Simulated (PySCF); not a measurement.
System: H2.

```xyz
2

H     0.0000    0.0000   -0.3725
H     0.0000    0.0000    0.3725
```

Method: PBE0/def2-TZVP, non-relativistic Hamiltonian with scalar-relativistic core potentials where named, at a bond length of 0.745 Å in PySCF 2.14.0.

Q: Predict the electron density and electron localisation function between the atoms.

A: H–H (0.74 Å): ρ at the midpoint is about 1.8 e/Å³; the ELF peaks at about 1 between the atoms.

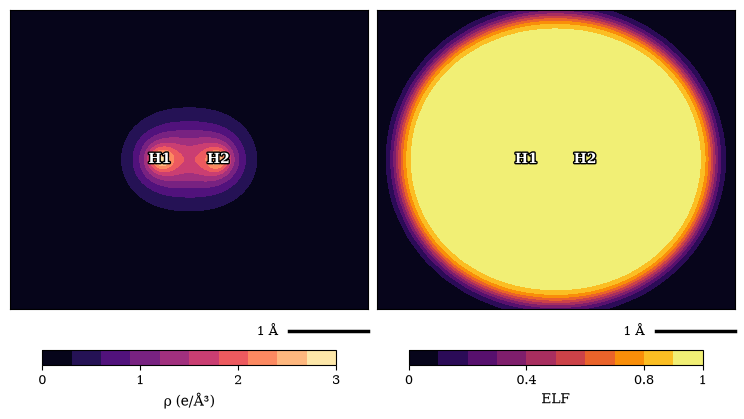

Computed electron density and electron localisation function on a plane that holds the molecular axis, in this order. Grey discs cover the atomic cores in the ELF map. 
